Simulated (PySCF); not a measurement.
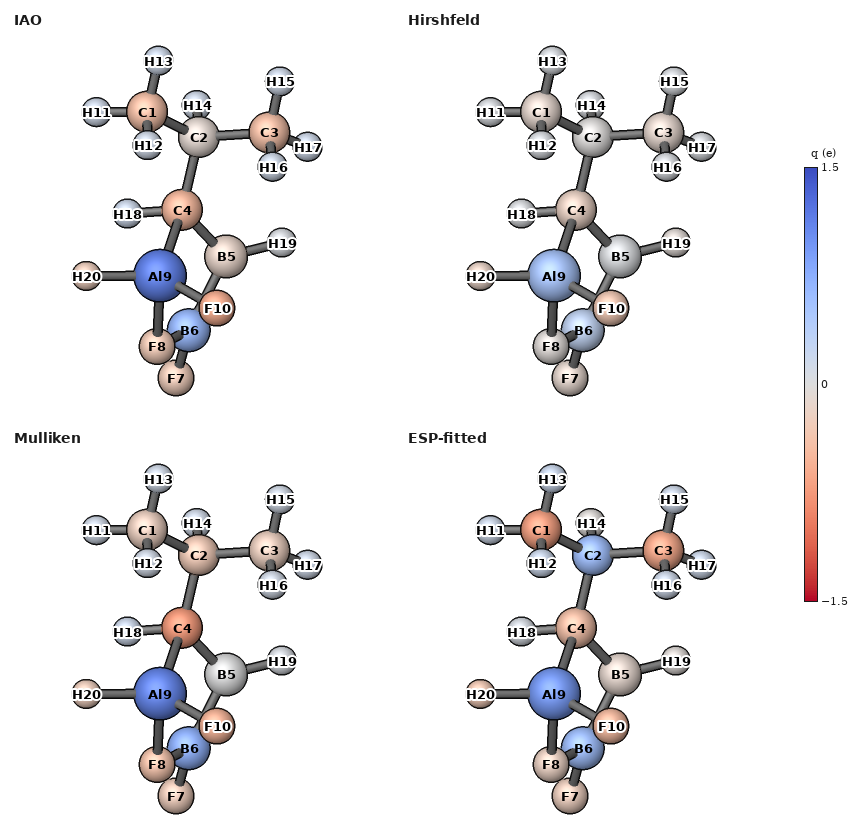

Atomic charges of one calculation by 4 schemes, on one colour scale. The computed structure is the end point of a GFN2-xTB optimisation. No frequency run is at hand to confirm it as a minimum. Computed with PBE0/pcSseg-1 (PySCF 2.14.0).

Question. On which atom do the schemes disagree most?

Answer. On C2 (from −0.28 to 0.56 e).

List the charges (e), one line for each set of equivalent atoms.

```tsv
atom	IAO	Hirshfeld	Mulliken	ESP-fitted
C1	−0.40	−0.11	−0.22	−0.69
C2	−0.08	−0.02	−0.28	0.56
C3	−0.41	−0.12	−0.22	−0.61
C4	−0.47	−0.19	−0.74	−0.39
B5	−0.14	0.03	0.01	−0.11
B6	0.63	0.28	0.70	0.57
F7	−0.27	−0.11	−0.25	−0.23
F8	−0.29	−0.04	−0.37	−0.19
Al9	1.10	0.50	1.07	0.90
F10	−0.57	−0.31	−0.50	−0.45
H11	0.14	0.04	0.12	0.15
H12	0.12	0.04	0.11	0.17
H13	0.14	0.04	0.12	0.18
H14	0.14	0.04	0.13	−0.03
H15	0.14	0.04	0.12	0.14
H16	0.13	0.04	0.11	0.15
H17	0.14	0.04	0.13	0.16
H18	0.15	0.03	0.16	0.07
H19	0.04	−0.05	0.05	−0.04
H20	−0.24	−0.17	−0.24	−0.30
```

The geometry is semi-empirical. Around Al, B such bond lengths and angles can be off by a tenth of an ångström or more and by several degrees, and values that hang on the shape move with them.
